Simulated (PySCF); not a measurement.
**TeOF2: geometry, NMR shifts and electronic excitations**

Wanted: the NMR shifts and electronic excitations of TeOF2 (`O=[Te](F)F`), by calculation.

Programs: PySCF 2.14.0, with density-fitted response routines of our own. Each step states its level of theory. These are calculated values for one molecule in the gas phase, unless marked as measured. Atoms are numbered from 0 throughout.

## Step 1: Starting geometry

4 atoms, charge 0, multiplicity 1; geometry from: GFN2-xTB.

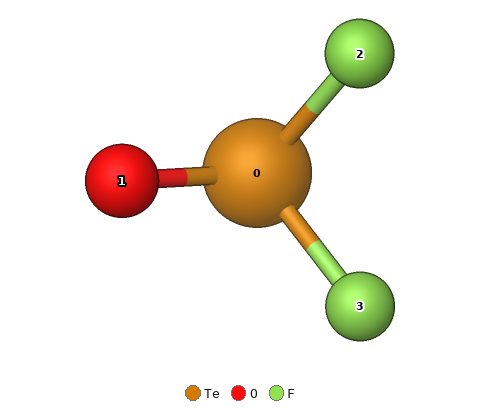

The starting geometry (tellurium orange, oxygen red, fluorine green), atoms numbered.

## Step 2: Geometry optimisation at PBE0-D3(BJ)/def2-SVP

Job settings and geometry (Å):

```
{"job": {"xc": "PBE0", "basis": "def2-SVP", "d3": "d3bj", "grid": 1, "maxiter": 40, "kind": "geom"}, "charge": 0, "multiplicity": 1}
Te     0.117390     0.002710     0.726410
O      1.624960    -0.029900    -0.119480
F     -0.846830     1.349040    -0.312840
F     -0.895510    -1.321850    -0.294100
```

**Question.** This job is followed by: GIAO PBE0/pcSseg-1 Te:def2-TZVP NMR shielding, non-relativistic, gas phase; TDDFT PBE0/def2-SVPD, vertical, gas phase, core orbitals frozen in the response; GIAO wB97X-D/pcSseg-1 Te:def2-TZVP NMR shielding, non-relativistic, gas phase. What will the session give for the following? point group; rotational constants (main isotopes); 17O shifts against H2O (PBE0/def2-TZVP+pcSseg-1); 19F shifts against CFCl3 (PBE0/def2-TZVP+pcSseg-1, means over atoms taken as alike); lowest singlet (PBE0/def2-SVPD); brightest single state of those computed; lowest triplet; range of the shift of O1.

The runs gave:

| quantity | value |
| --- | --- |
| point group | Cs |
| rotational constants (main isotopes) | 5.05, 4.76, 3.36 GHz |
| 17O shifts against H2O (PBE0/def2-TZVP+pcSseg-1) | 527.3 ppm |
| 19F shifts against CFCl3 (PBE0/def2-TZVP+pcSseg-1, means over atoms taken as alike) | 30.2 ppm |
| lowest singlet (PBE0/def2-SVPD) | 4.65 eV (267 nm), f = 0.010 |
| brightest single state of those computed | state 5, 6.47 eV, f = 0.051 |
| lowest triplet | 4.07 eV |
| range of the shift of O1 | 516.9 to 527.3 ppm |

What this shows: The optimisation took 4 steps and gained 0.154 eV; among the close pairs (by a distance rule), Te0–O1 changed most, from 1.729 to 1.785 Å. At PBE0/def2-TZVP+pcSseg-1: Shielding is most anisotropic at O1 (span 517 ppm, paramagnetic term -589 ppm). The lowest singlet, at 4.65 eV, is HOMO→LUMO 0.96 and is weak; of the 10 states computed, the strongest absorption comes from state 5 at 6.47 eV. The lowest triplet lies 0.58 eV below the lowest singlet (triplets in Tamm-Dancoff, singlets in full TDDFT). Spin-orbit coupling, left out, mixes singlets and triplets in elements this heavy. In ppm, O1 moves most: its shift spreads over 10.5 ppm, from 516.9 (wB97X-D/def2-TZVP+pcSseg-1) to 527.3 (PBE0/def2-TZVP+pcSseg-1). Spin-orbit coupling is left out, which matters for shieldings and couplings at and beside the heavy atoms.
